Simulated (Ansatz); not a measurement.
# CH3Si (SMILES [CH]=[SiH2]) (doublet): what the fields show

The calculation's input:

```
crystal:
  periodic: [false, false, false]
  atoms:
    - {symbol: C, position_ang: [1.434684, 0.048531, 0.526599]}
    - {symbol: Si, position_ang: [-0.160027, 0.544786, 0.699347]}
    - {symbol: H, position_ang: [-1.088279, 0.673959, -0.454374]}
    - {symbol: H, position_ang: [-0.753432, 0.889403, 2.017887]}
    - {symbol: H, position_ang: [2.463694, -0.271719, 0.415270]}
basis:
  gaussian:
    orbitals: def2-TZVPD
magnetization:
  spin_polarized: true
  initial_magnetization: 1
hamiltonian:
  xc: pbe0
output:
  forces: true
  orbitals: {seedname: orbitals}
```

Launched as:

```sh
ansatz run input.yaml --threads 1 --pin off --max-ram 2610MiB --events-out events.jsonl --progress --plain --runs-dir runs
```

Geometry: PBE0-D3(BJ)/def2-SVP.

Theory: Ansatz, isolated molecule in a Gaussian basis; Kohn-Sham density functional theory, functional PBE0.

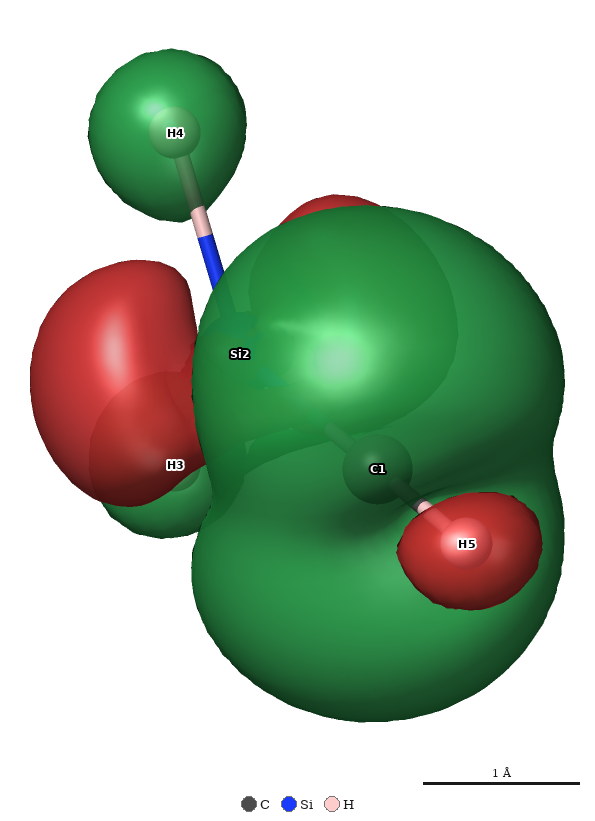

Figure 1. Isosurfaces of the spin density (α minus β) at +0.015 (green) and −0.015 e/Å³ (red), seen at an oblique angle.

Q: Describe the spin distribution.

A: The unpaired spin (1 electron) lies mostly on C1 (about 0.9), in electrons by Hirshfeld's partition.

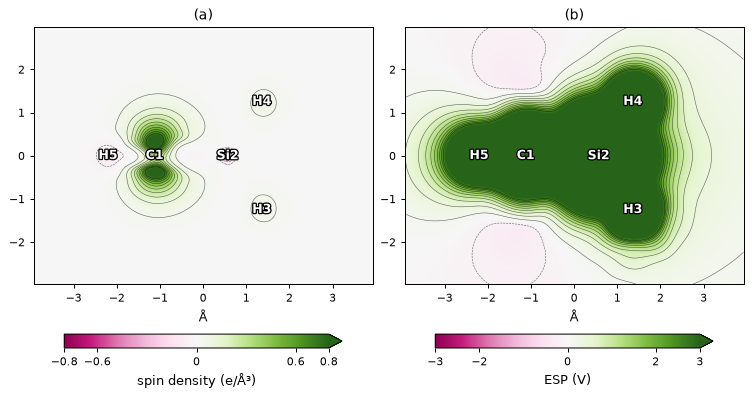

Figure 2. (a) spin density (α minus β); (b) electrostatic potential on the molecular plane.

Q: Interpret the plot.

A: Atoms in the plane: C, Si and H. The unpaired spin (1 electron) lies mostly on C1 (about 0.9), in electrons by Hirshfeld's partition. Outside the dense part of the molecule the potential is most negative (−0.3 V) near C1.

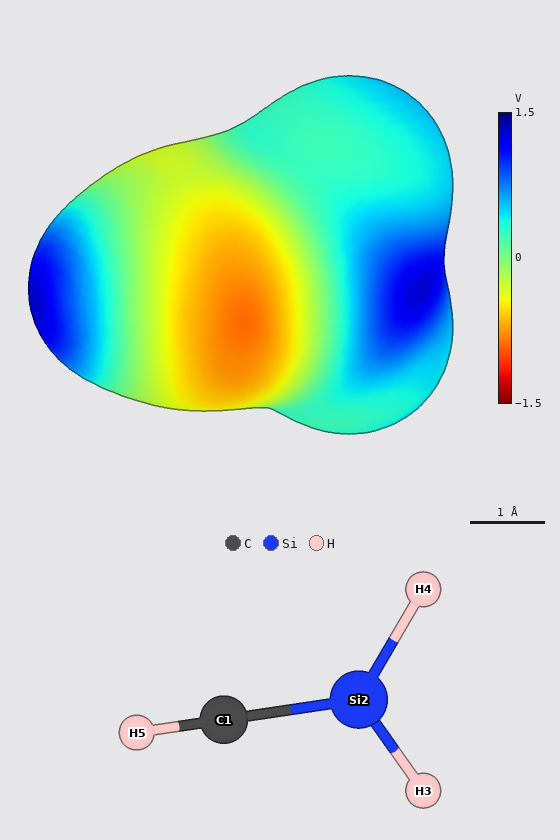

Figure 3. The molecular electrostatic potential painted on the density surface at 0.002 e/bohr³, seen at a tilt; the colour scale runs from red (negative) to blue (positive). The bare structure is drawn below in the same view.

Q: Which sites attract a positive test charge, and which a negative one?

A: A positive charge is drawn to the negative regions and a negative charge to the positive ones. The most negative region (about −0.9 V, or −21 kcal/mol for a unit charge) lies over C1, the most positive (about +1.3 V, or +30 kcal/mol for a unit charge) over Si2 and H5.

Q: How polar is the molecule by this calculation?

A: Its dipole moment is 0.75 D.
